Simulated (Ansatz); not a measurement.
**SiC, response to strain**

Base system: SiC in the wurtzite structure (space group P6_3mc, No. 186).

```
CELL_PARAMETERS angstrom
      3.07595     0.00000     0.00000
     -1.53798     2.66385     0.00000
      0.00000     0.00000     5.04778
ATOMIC_POSITIONS crystal
  Si 0.33333 0.66667 0.99959
  Si 0.66667 0.33333 0.49959
  C  0.33333 0.66667 0.37541
  C  0.66667 0.33333 0.87541
```

Strains are applied to the cell and any free atomic positions relax.

Calculations: plane-wave PAW DFT at the PBEsol level (Ansatz, a program for electronic structure, 420 eV), no spin-orbit coupling.

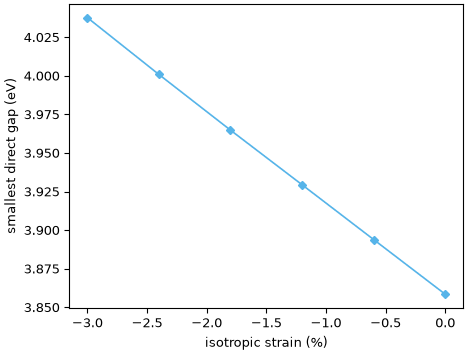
Figure: Smallest direct gap against isotropic strain

Question: From the plot, what is the smallest direct gap for isotropic strain −1.20 %?

Answer: About 3.93 eV.

Question: Is the trend monotonic over the range shown?

Answer: Yes, it falls throughout, spanning 3.86 eV to 4.04 eV.

Whether these cells are dynamically stable was not tested.
